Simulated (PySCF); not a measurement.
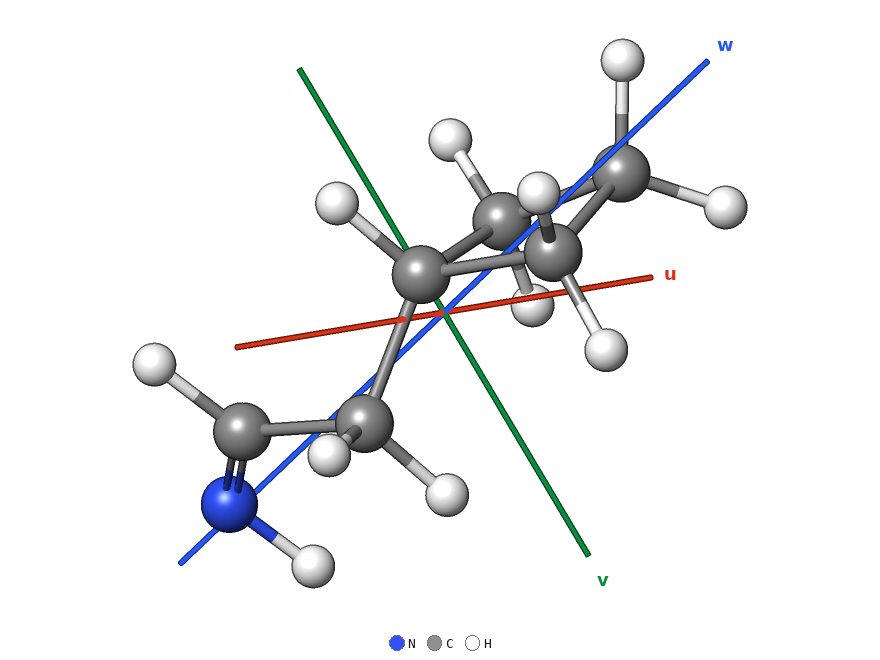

The lines u, v and w are the principal axes of the static dipole polarisability. The geometry was computed by an optimisation with GFN2-xTB. No frequency run is at hand to confirm it as a minimum. Computed with CAM-B3LYP/def2-SVPD (PySCF 2.14.0).

> Along which axis is the molecule most polarisable, and along which least?

Most along w, least along v.

> Give the three principal values.

u 71.1, v 66.9, w 88.9 bohr³; mean 75.7, anisotropy 20.2 bohr³.
